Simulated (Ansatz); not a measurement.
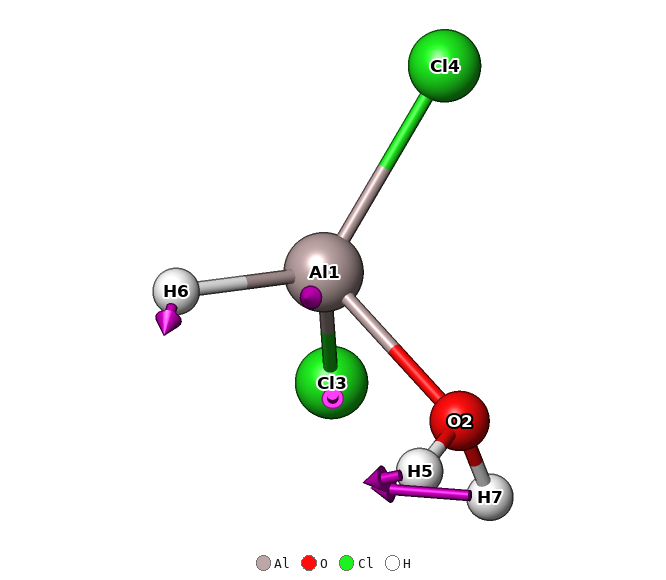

The arrows show one normal mode. Harmonic vibrations computed with RKS PBE0-D4/def2-TZVP (Ansatz 0.2.0) at a stationary point of the same level.

At what wavenumber does it lie?

456 cm⁻¹; it is mode 7 of 15 counted from the lowest.
